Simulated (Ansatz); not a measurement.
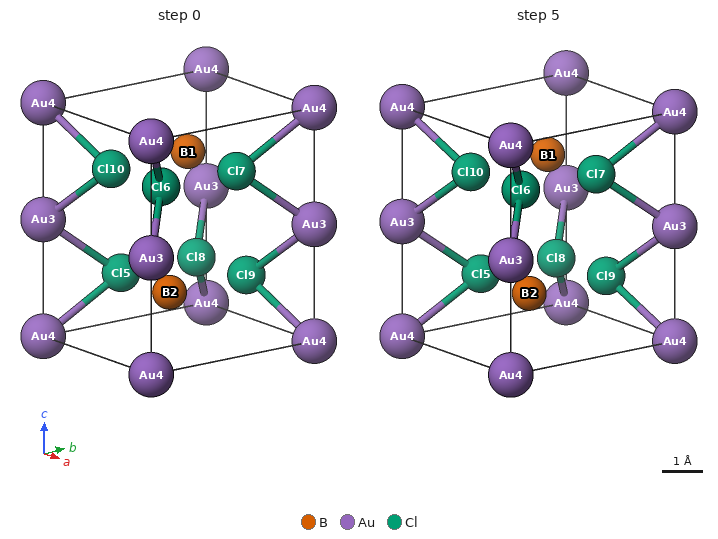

The structure of crystalline BAuCl$_{3}$ (built on the hexagonal perovskite (2H) type) before (left) and after (right) a relaxation, at one scale.

Style: ball-and-stick. Shown: the cell of the calculation, slightly off an axis.

Case: hexagonal perovskite (2H) type (P6_3/mmc, No. 194).

Computed with DFT PBE, scalar-relativistic, plane waves, PAW in Ansatz 0.2.0.

The input:
```yaml
crystal:
  lattice:
    - [6.8657984868, 0.0, 0.0]
    - [-3.4328992434, 5.9459559068, 0.0]
    - [0.0, 0.0, 5.9430040419]
  atoms:
    - { symbol: B, position: [0.3333333333, 0.6666666667, 0.75] }
    - { symbol: B, position: [0.6666666667, 0.3333333333, 0.25] }
    - { symbol: Au, position: [0.0, 0.0, 0.5] }
    - { symbol: Au, position: [0.0, 0.0, 0.0] }
    - { symbol: Cl, position: [0.1792156862, 0.3584313723, 0.25] }
    - { symbol: Cl, position: [0.8207843138, 0.1792156862, 0.75] }
    - { symbol: Cl, position: [0.8207843138, 0.6415686277, 0.75] }
    - { symbol: Cl, position: [0.1792156862, 0.8207843138, 0.25] }
    - { symbol: Cl, position: [0.6415686277, 0.8207843138, 0.25] }
    - { symbol: Cl, position: [0.3584313723, 0.1792156862, 0.75] }
basis:
  ecutwfc: 420
kpoints:
  mp_grid: { grid: [6, 6, 6] }
hamiltonian:
  xc: pbe
scf:
  occupations: { method: gaussian, width: 0.1 }
output:
  forces: true
  stress: true
  eigenvalues: true
relax:
  adjacent_minimum: "off"
  f_tol: 0.01
  max_steps: 80
  cell: { stress_tol: 0.05 }
```

Launched with:
```bash
ansatz run input.yaml --threads 1 --pin off --max-ram 2560MiB --backend cpu --events-out ev --progress --plain --runs-dir out
```

Q: Summarise the run.

A: The largest moves relative to the cell, 0.011 Å, are those of Cl5, Cl6, Cl7, Cl8, Cl9 and Cl10. Cl5 goes along [1 2 0]. B and Au stay in place. The volume changes by −0.6 %, with a = b 6.866 → 6.904 Å (+0.6 %), c 5.943 → 5.841 Å (−1.7 %). Near-neighbour distances that change, for instance: Au3–Cl10 2.598 → 2.602 Å. The space group stays P6_3/mmc (No. 194). After 4 accepted moves (5 points after the start) the energy has fallen by 1.7 meV per cell of the calculation. Pressure: −0.02 GPa at the start and 0.00 GPa at the end. At 1 point the geometry stayed and the basis and grid were re-selected for the new cell (energy shift of 0.1 meV per cell of the calculation at most each time). The run took 110 s on 1 thread of Intel(R) Xeon(R) Platinum 8259CL CPU @ 2.50GHz (Skylake/Cascade Lake) (shared host), peak memory 0.69 GiB.

Limits of the set-up: layers or molecules are held without a dispersion correction, so their spacing is unreliable.
